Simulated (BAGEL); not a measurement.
**CH3ClF2Si (SMILES FC(F)[SiH2]Cl): HF/STO-3G (density fitting with qzvpp-jkfit)**

Aim: the energy change on altering one bond length of CH3ClF2Si at HF/STO-3G (density fitting with qzvpp-jkfit), from 2 runs. 

The results are computed with BAGEL 1.2.2.

### Step 1. The structure to begin with

CH3ClF2Si: 8 atoms, total charge 0, spin state singlet. As SMILES, `FC(F)[SiH2]Cl`. The shape is that of a GFN2-xTB optimisation. This is one conformer, not always the lowest.

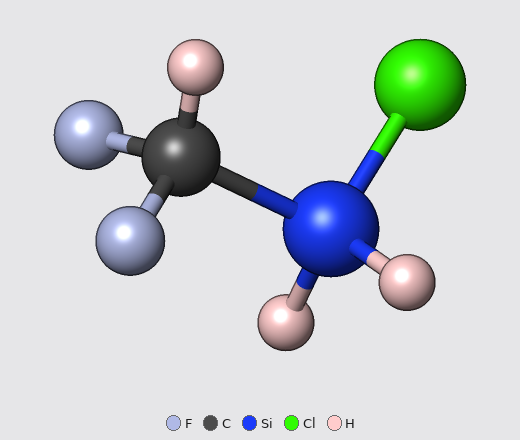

Viewed from a chosen angle; fluorine light blue, carbon dark grey, silicon blue, chlorine green, hydrogen pink.

### Step 2. The energy at HF/STO-3G (density fitting with qzvpp-jkfit)

Contents of calc.json:

```json
{ "bagel": [

{
  "title": "molecule",
  "basis": "sto-3g",
  "df_basis": "qzvpp-jkfit",
  "angstrom": true,
  "geometry": [
    { "atom": "F", "xyz": [       0.012580,      -0.575640,       1.812580 ] },
    { "atom": "C", "xyz": [       0.648480,      -0.086290,       0.711180 ] },
    { "atom": "F", "xyz": [       1.641910,      -0.973670,       0.427490 ] },
    { "atom": "Si", "xyz": [      -0.589030,       0.055360,      -0.781940 ] },
    { "atom": "Cl", "xyz": [      -1.695220,       1.685130,      -0.445590 ] },
    { "atom": "H", "xyz": [       1.139070,       0.848720,       1.019520 ] },
    { "atom": "H", "xyz": [      -1.395900,      -1.156230,      -0.770430 ] },
    { "atom": "H", "xyz": [       0.238110,       0.202610,      -1.972810 ] }
  ]
},

{ "title": "hf" },

{ "title": "print", "file": "orbitals.molden", "orbitals": true }

]}
```

Launch:

```console
BAGEL_NUM_THREADS=1 BAGEL calc.json > calc.out
```

What it wrote:

```text
* using 1 threads per process

  ===============================================================
  ===============================================================

  *** Geometry ***

  { "atom" : "F", "xyz" : [      0.023773,     -1.087802,      3.425280 ] },
  { "atom" : "C", "xyz" : [      1.225450,     -0.163064,      1.343935 ] },
  { "atom" : "F", "xyz" : [      3.102760,     -1.839970,      0.807839 ] },
  { "atom" : "Si", "xyz" : [     -1.113105,      0.104615,     -1.477652 ] },
  { "atom" : "Cl", "xyz" : [     -3.203502,      3.184434,     -0.842043 ] },
  { "atom" : "H", "xyz" : [      2.152530,      1.603848,      1.926614 ] },
  { "atom" : "H", "xyz" : [     -2.637869,     -2.184958,     -1.455902 ] },
  { "atom" : "H", "xyz" : [      0.449963,      0.382877,     -3.728071 ] },

  Number of auxiliary basis functions:      539

  Since a DF basis is specified, we compute 2- and 3-index integrals:
    o Being stored without compression. Storage requirement is 0.006 GB

  Number of basis functions:       36
  Number of electrons      :       58

    * METHOD: MOLECULE                             0.57

  *** RHF ***

  === Nuclear Repulsion ===
   292.6642019687

      * DIIS with orbital gradients will be used.

  === RHF iteration (sto-3g) ===
      0       -975.31031997          0.01821672           0.09
      1       -975.44778348          0.00499679           0.08
      2       -975.45771539          0.00104294           0.08
      3       -975.45862781          0.00017236           0.08
      4       -975.45865291          0.00003312           0.08
      5       -975.45865375          0.00000382           0.08
      6       -975.45865377          0.00000063           0.08
      7       -975.45865377          0.00000014           0.08
      8       -975.45865377          0.00000004           0.08
      9       -975.45865377          0.00000001           0.08
     10       -975.45865377          0.00000000           0.08
    * SCF iteration converged.

    * Permanent dipole moment:
           (   -0.274304,     0.382299,     0.620956) a.u.

    * METHOD: HF                                   1.14

    * METHOD: PRINT                                0.00

  ===============================================================
```

Wall time 2.1 s (1 thread of Intel Xeon at 2.50GHz (Skylake/Cascade Lake), shared host).

### Step 3. The distorted shape at the same level

Contents of input.json:

```json
{ "bagel": [

{
  "title": "molecule",
  "basis": "sto-3g",
  "df_basis": "qzvpp-jkfit",
  "angstrom": "true",
  "geometry": [
    { "atom": "F", "xyz": [      -0.379894,      -1.323651,       1.565907 ] },
    { "atom": "C", "xyz": [       0.256006,      -0.834301,       0.464507 ] },
    { "atom": "F", "xyz": [       1.249436,      -1.721681,       0.180817 ] },
    { "atom": "Si", "xyz": [      -0.981504,      -0.692651,      -1.028613 ] },
    { "atom": "Cl", "xyz": [      -2.087694,       0.937119,      -0.692263 ] },
    { "atom": "H", "xyz": [       1.139070,       0.848720,       1.019520 ] },
    { "atom": "H", "xyz": [      -1.788374,      -1.904241,      -1.017103 ] },
    { "atom": "H", "xyz": [      -0.154364,      -0.545401,      -2.219483 ] }
  ]
},

{ "title": "hf" },

{ "title": "print", "file": "orbitals.molden", "orbitals": "true" }

]}
```

Launch:

```console
BAGEL_NUM_THREADS=1 BAGEL input.json > input.out
```

What it wrote:

```text
* using 1 threads per process

  ===============================================================
  ===============================================================

  *** Geometry ***

  { "atom" : "F", "xyz" : [     -0.717896,     -2.501338,      2.959135 ] },
  { "atom" : "C", "xyz" : [      0.483781,     -1.576600,      0.877791 ] },
  { "atom" : "F", "xyz" : [      2.361092,     -3.253506,      0.341695 ] },
  { "atom" : "Si", "xyz" : [     -1.854774,     -1.308921,     -1.943797 ] },
  { "atom" : "Cl", "xyz" : [     -3.945170,      1.770898,     -1.308187 ] },
  { "atom" : "H", "xyz" : [      2.152530,      1.603848,      1.926614 ] },
  { "atom" : "H", "xyz" : [     -3.379537,     -3.598494,     -1.922046 ] },
  { "atom" : "H", "xyz" : [     -0.291706,     -1.030659,     -4.194215 ] },

  Number of auxiliary basis functions:      539

  Since a DF basis is specified, we compute 2- and 3-index integrals:
    o Being stored without compression. Storage requirement is 0.006 GB

  Number of basis functions:       36
  Number of electrons      :       58

    * METHOD: MOLECULE                             0.55

  *** RHF ***

  === Nuclear Repulsion ===
   289.1760865494

      * DIIS with orbital gradients will be used.

  === RHF iteration (sto-3g) ===
      0       -975.03167799          0.02300493           0.09
      1       -975.21082961          0.01197117           0.08
      2       -975.26285541          0.00154152           0.08
      3       -975.26482172          0.00044987           0.06
      4       -975.26502825          0.00010884           0.05
      5       -975.26503977          0.00002064           0.07
      6       -975.26504017          0.00000502           0.06
      7       -975.26504020          0.00000104           0.06
      8       -975.26504020          0.00000027           0.06
      9       -975.26504020          0.00000006           0.06
     10       -975.26504020          0.00000002           0.06
     11       -975.26504020          0.00000000           0.06
    * SCF iteration converged.

    * Permanent dipole moment:
           (   -0.099595,     0.716514,     0.712122) a.u.

    * METHOD: HF                                   1.07

    * METHOD: PRINT                                0.00

  ===============================================================
```

Wall time 2 s (1 thread of Intel Xeon at 2.50GHz (Skylake/Cascade Lake), shared host).

### Step 4. Results

Level: HF/STO-3G (density fitting with qzvpp-jkfit).

```
                                                         quantity          value
                                        first shape: total energy  -975.45865 Eh
                                       first shape: dipole moment         1.98 D
                                         first shape: HOMO energy       -9.31 eV
                                         first shape: LUMO energy        9.42 eV
                                       first shape: HOMO–LUMO gap       18.73 eV
                                    distorted shape: total energy  -975.26504 Eh
                                   distorted shape: dipole moment         2.58 D
                                     distorted shape: HOMO energy       -7.28 eV
                                     distorted shape: LUMO energy        5.13 eV
                                   distorted shape: HOMO–LUMO gap       12.41 eV
energy change with the C2–H6 bond stretched from 1.100 to 1.980 Å       5.268 eV
```

With the C2–H6 bond stretched from 1.100 to 1.980 Å the energy rises by 5.27 eV (508 kJ/mol). The first shape isn't relaxed at this level, so the change isn't measured from a minimum. A restricted reference can't describe the breaking bond well at this length. The minimal basis adds a large error of its own.
